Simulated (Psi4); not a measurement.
# SiH3OF (SMILES O[SiH2]F) at M06-L/cc-pV(D+d)Z

Aim: the vertical ionisation energy of SiH3OF at M06-L/cc-pV(D+d)Z, from 2 runs. 

The results are computed with Psi4 1.11.

**1. The molecule**

SiH3OF has 6 atoms, charge 0, and is taken as a singlet. SMILES: `O[SiH2]F`. Geometry: relaxed at PBE0-D4/def2-TZVP. This is one conformer, not always the lowest.

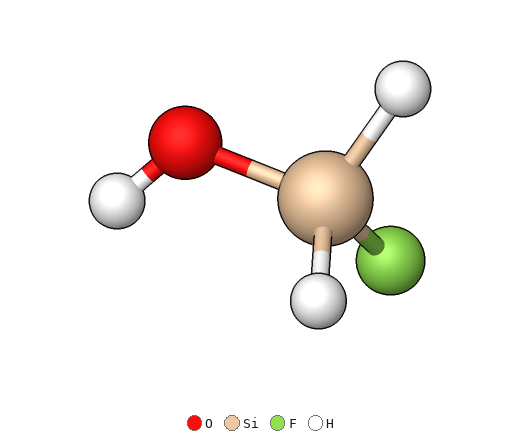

Viewed from a chosen angle; oxygen red, silicon light orange, fluorine green, hydrogen white.

**2. The energy at M06-L/cc-pV(D+d)Z**

Input file job.py:

```python
import psi4

psi4.set_memory(1600000000)
psi4.set_num_threads(1)
psi4.core.set_output_file('output.dat', False)

m = psi4.geometry("""
O     -0.853500    -0.209200    -0.924100
Si     0.378300    -0.009300     0.123900
F      0.180800    -0.922800     1.417800
H     -1.714200     0.150200    -0.705600
H      1.595600    -0.458500    -0.575800
H      0.455100     1.385600     0.617600
units angstrom
symmetry c1
""")

options = {'basis': 'cc-pV(D+d)Z', 'reference': 'rks', 'puream': True, 'scf_type': 'pk', 'dft_radial_points': 99, 'dft_spherical_points': 590}
psi4.set_options(options)

e_tot = psi4.energy('m06-l')
print(f'm06-l energy: {e_tot:.10f} Eh')
```

Launch:

```bash
$ python job.py
```

output.dat, shortened:

```text
[...]
  Running in c1 symmetry.
[...]
  Nuclear repulsion =  119.528429804854525
[...]
  Multiplicity = 1
[...]
  Nalpha       = 17
  Nbeta        = 17
[...]
    Number of basis functions: 66
[...]
   @RKS iter   1:  -466.26274786011481   -3.01199e-01   1.09763e-02 ADIIS/DIIS
[...]
   @RKS iter   9:  -466.44796976911601   -2.18057e-09   2.14309e-07 DIIS
[...]
    Orbital Energies [Eh]
    ---------------------
    Doubly Occupied:
       1A    -65.894504     2A    -24.493037     3A    -18.987540
       4A     -5.295723     5A     -3.607681     6A     -3.604926
       7A     -3.602311     8A     -1.167069     9A     -0.999402
      10A     -0.544950    11A     -0.467387    12A     -0.408275
      13A     -0.401114    14A     -0.373731    15A     -0.337500
      16A     -0.310476    17A     -0.293380
[...]
  @RKS Final Energy:  -466.44796976911601
   => Energetics <=
    Nuclear Repulsion Energy =            119.5284298048545253
    One-Electron Energy =                -884.0828343966581997
    Two-Electron Energy =                 339.3415829791465512
    DFT Exchange-Correlation Energy =     -41.2351481564589335
    Empirical Dispersion Energy =           0.0000000000000000
    VV10 Nonlocal Energy =                  0.0000000000000000
    Total Energy =                       -466.4479697691160140
[...]
 Multipole Moments:
 ------------------------------------------------------------------------------------
     Multipole            Electronic (a.u.)      Nuclear  (a.u.)        Total (a.u.)
 ------------------------------------------------------------------------------------
 L = 1.  Multiply by 2.5417464519 to convert [e a0] to [Debye]
 Dipole X            :         -0.4823462            0.1287650           -0.3535812
 Dipole Y            :         -1.9308133            2.4552553            0.5244420
 Dipole Z            :          2.2504862           -2.3910241           -0.1405379
 Magnitude           :                                                    0.6479274
[...]
```

Standard output:

```text
m06-l energy: -466.4479697691 Eh
```

Run time: 15 s. Hardware: 1 thread of INTEL XEON PLATINUM 8581C at 2.10GHz (Emerald Rapids), shared host; peak memory 1.1 GiB.

**3. The doublet cation at the same level**

Input file calc.py:

```python
import psi4

psi4.set_memory(1600000000)
psi4.set_num_threads(1)
psi4.set_output_file('psi4.out', False)

geom = psi4.geometry("""
1 2
O     -0.853500    -0.209200    -0.924100
Si     0.378300    -0.009300     0.123900
F      0.180800    -0.922800     1.417800
H     -1.714200     0.150200    -0.705600
H      1.595600    -0.458500    -0.575800
H      0.455100     1.385600     0.617600
symmetry c1
""")

options = {'basis': 'cc-pV(D+d)Z', 'reference': 'uks', 'puream': True, 'scf_type': 'pk', 'dft_radial_points': 99, 'dft_spherical_points': 590, 'maxiter': 100}
psi4.set_options(options)

energy_value, wavefunction = psi4.energy('M06-L', return_wfn=True)
print(f'M06-L energy: {energy_value:.10f} Eh')
```

Launch:

```bash
$ python calc.py
```

psi4.out, shortened:

```text
[...]
  Running in c1 symmetry.
[...]
  Nuclear repulsion =  119.528429804854525
[...]
  Multiplicity = 2
[...]
  Nalpha       = 17
  Nbeta        = 16
[...]
    Number of basis functions: 66
[...]
   @UKS iter   1:  -465.84768968671972    1.13859e-01   1.01446e-02 ADIIS/DIIS
[...]
   @UKS iter  14:  -466.02284464574979   -8.38389e-09   3.66137e-07 DIIS
[...]
   @S^2 Observed:                7.558489752E-01
[...]
    Orbital Energies [Eh]
    ---------------------
    Alpha Occupied:
       1A    -66.188512     2A    -24.769359     3A    -19.306792
       4A     -5.590715     5A     -3.901874     6A     -3.900055
       7A     -3.898208     8A     -1.435967     9A     -1.307404
      10A     -0.836288    11A     -0.755478    12A     -0.693464
      13A     -0.676485    14A     -0.651057    15A     -0.628794
      16A     -0.605720    17A     -0.602266
    Alpha Virtual:
      18A     -0.220082    19A     -0.216073    20A     -0.180493
      21A     -0.148620    22A     -0.115020    23A      0.039499
      24A      0.048571    25A      0.068948    26A      0.106364
[...]
  @UKS Final Energy:  -466.02284464574979
   => Energetics <=
    Nuclear Repulsion Energy =            119.5284298048545253
    One-Electron Energy =                -874.3573360646867059
    Two-Electron Energy =                 329.6435862814975621
    DFT Exchange-Correlation Energy =     -40.8375246674151953
    Empirical Dispersion Energy =           0.0000000000000000
    VV10 Nonlocal Energy =                  0.0000000000000000
    Total Energy =                       -466.0228446457497853
  UHF NO Occupations:
  HONO-2 :   15  A 1.9992148
  HONO-1 :   16  A 1.9982489
[...]
 Multipole Moments:
 ------------------------------------------------------------------------------------
     Multipole            Electronic (a.u.)      Nuclear  (a.u.)        Total (a.u.)
 ------------------------------------------------------------------------------------
 L = 1.  Multiply by 2.5417464519 to convert [e a0] to [Debye]
 Dipole X            :         -0.1280692            0.1287650            0.0006958
 Dipole Y            :         -1.1449336            2.4552553            1.3103217
 Dipole Z            :          1.8117922           -2.3910241           -0.5792320
 Magnitude           :                                                    1.4326385
[...]
```

Standard output:

```text
M06-L energy: -466.0228446457 Eh
```

Run time: 27 s. Hardware: 1 thread of INTEL XEON PLATINUM 8581C at 2.10GHz (Emerald Rapids), shared host; peak memory 1 GiB.

**4. Summary of results**

At M06-L/cc-pV(D+d)Z:

| quantity | value |
| --- | --- |
| singlet SiH3OF: total energy | -466.44797 Eh |
| singlet SiH3OF: dipole moment | 1.65 D |
| singlet SiH3OF: HOMO energy | -7.98 eV |
| singlet SiH3OF: LUMO energy | 0.79 eV |
| singlet SiH3OF: HOMO–LUMO gap | 8.77 eV |
| doublet cation: total energy | -466.02284 Eh |
| doublet cation: HOMO energy (highest over α and β) | -15.77 eV |
| doublet cation: LUMO energy (lowest over α and β) | -15.12 eV |
| doublet cation: ⟨S²⟩ | 0.756 |
| vertical ionisation energy (to the doublet cation) | 11.568 eV |

In words: The vertical ionisation energy comes to 11.57 eV (267 kcal/mol). The negative HOMO energy of the first species, 7.98 eV, lies 3.58 eV below that difference.
